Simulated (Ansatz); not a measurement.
**SrTiO3: response to strain**

Start from SrTiO3 in the cubic perovskite structure (space group Pm-3m, No. 221).

```yaml
crystal:
  lattice:
    - [3.89114, 0.00000, 0.00000]
    - [0.00000, 3.89114, 0.00000]
    - [0.00000, 0.00000, 3.89114]
  atoms:
    - { symbol: Sr, position: [0.00000, 0.00000, 0.00000] }
    - { symbol: Ti, position: [0.50000, 0.50000, 0.50000] }
    - { symbol: O, position: [0.50000, 0.00000, 0.50000] }
    - { symbol: O, position: [0.00000, 0.50000, 0.50000] }
    - { symbol: O, position: [0.50000, 0.50000, 0.00000] }
```

Cartesian axes are those of the cell as printed.

Strains are applied to the cell and any free atomic positions relax.

Computed with PBEsol (Ansatz, a quantum-chemistry and plane-wave program; PAW; 420 eV plane waves; spin-orbit coupling left out).

Notes on the quantities. energy relative to the base: free energy F.

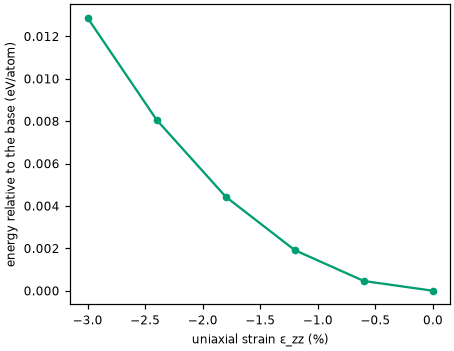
*Energy relative to the base against uniaxial strain ε_zz*

Task: From the plot, what is the energy relative to the base for uniaxial strain ε_zz = −1.20 %?

Result: About 0.002 eV/atom.

Task: Is the trend monotonic over the range shown?

Result: Yes, it falls throughout, spanning 0 meV/atom to +13 meV/atom.

Whether these cells are dynamically stable was not tested. All final runs are without spin polarisation. Many cubic perovskites are stable only at high temperature; tilts and polar distortions were not tested.
